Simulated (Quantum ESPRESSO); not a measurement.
# Fixed-spin-moment curve of FeSb

Wanted: E(M) for FeSb from a parallel start.

Program: Quantum ESPRESSO 7.5. Level of theory: LDA; plane waves with GBRV 1.5 LDA potentials, no spin-orbit coupling. Results are calculated unless marked as measured.

The database entry behind the starting cell differs from later determinations by our own check (0.1 to 0.3 % short, probably kX units), so it need not match the best structure at ambient conditions.

## 1. The structure

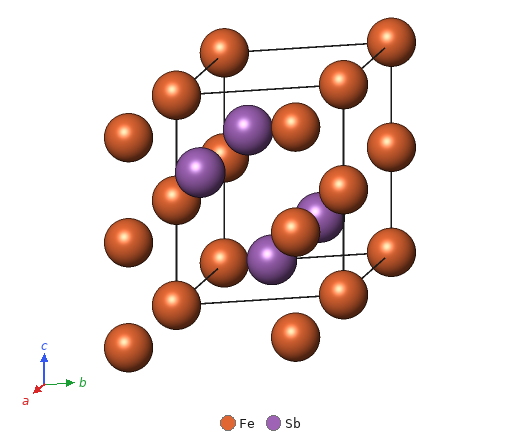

The cell as given, slightly off an axis (iron orange, antimony purple). 2×1×1 cells are drawn. Some periodic images of atoms are drawn too.

Structure file:

```cif
data_structure
_symmetry_space_group_name_H-M 'P6_3/mmc'
_symmetry_Int_Tables_number 194
_cell_length_a 4.0600
_cell_length_b 4.0600
_cell_length_c 5.1300
_cell_angle_alpha 90.000
_cell_angle_beta 90.000
_cell_angle_gamma 120.000
_cell_volume 73.23
loop_
_atom_site_label
_atom_site_type_symbol
_atom_site_symmetry_multiplicity
_atom_site_Wyckoff_symbol
_atom_site_fract_x
_atom_site_fract_y
_atom_site_fract_z
_atom_site_occupancy
Fe1 Fe 2 a 0.00000 0.00000 0.00000 1
Sb1 Sb 2 c 0.33333 0.66667 0.25000 1
```

The cell comes from the Crystallography Open Database.

## 2. No moment imposed

Input file pw.in:

```
&CONTROL
  calculation = 'scf'
  prefix = 'pwscf'
  outdir = './tmp'
  pseudo_dir = './pseudo'
  disk_io = 'nowf'
/
&SYSTEM
  ibrav = 0
  celldm(1) = 8
  nat = 4
  ntyp = 2
  ecutwfc = 40
  ecutrho = 280
  nbnd = 43
  occupations = 'smearing'
  smearing = 'fd'
  degauss = 0.00734986
  nspin = 2
  starting_magnetization(1) = 0.175
  starting_magnetization(2) = 0
/
&ELECTRONS
  conv_thr = 8d-09
  electron_maxstep = 150
  mixing_beta = 0.3
/
ATOMIC_SPECIES
Fe     55.8450 fe_lda_v1.5.uspp.F.UPF
Sb    121.7600 sb_lda_v1.4.uspp.F.UPF
CELL_PARAMETERS alat
   0.9590360082476    0.0000000000000    0.0000000000000
  -0.4795180041238    0.8305495462947    0.0000000000000
   0.0000000000000    0.0000000000000    1.2117868774163
ATOMIC_POSITIONS crystal
Fe      0.0000000000    0.0000000000    0.0000000000
Fe      0.0000000000    0.0000000000    0.5000000000
Sb      0.3333333333    0.6666666667    0.2500000000
Sb      0.6666666667    0.3333333333    0.7500000000
K_POINTS automatic
8 8 8 0 0 0
```

Run with:

```bash
$ OMP_NUM_THREADS=1 mpirun -n 2 pw.x -nk 2 -in pw.in > pw.out
```

The runs that follow: moment fixed at 0 μB; moment fixed at 0.419 μB; moment fixed at 0.839 μB; E(M).

Before running: what should come out for the energy at zero total moment?

At zero total moment the site moments vanish, so the 234 meV a cell is the energy of forming them. The points show one minimum alone. All runs start parallel; opposed orders may lie lower.

- moment of the free run: 2.99 μB a cell
- energy at zero total moment: 234 meV a cell over the lowest

Energies are free energies at an electronic temperature of 1160 K, which lowers moments and differences where the moments are itinerant.

[Logs and program files are shortened in this print: banners, set-up blocks, solver, clock and traceback lines can be left out without a mark of their own.]

[Logs are printed without paths, hosts, clocks, repeated set-up lines and the standing remarks that a program may print on its own settings, such as how far it seeks lower states.]

[Hosts, paths, dates, database ids (printed as entryN), source tags and the programs' standing remarks are cut or masked in the printed files.]

[Where a cell is said to come from a database of computed structures, the database is the Materials Project.]
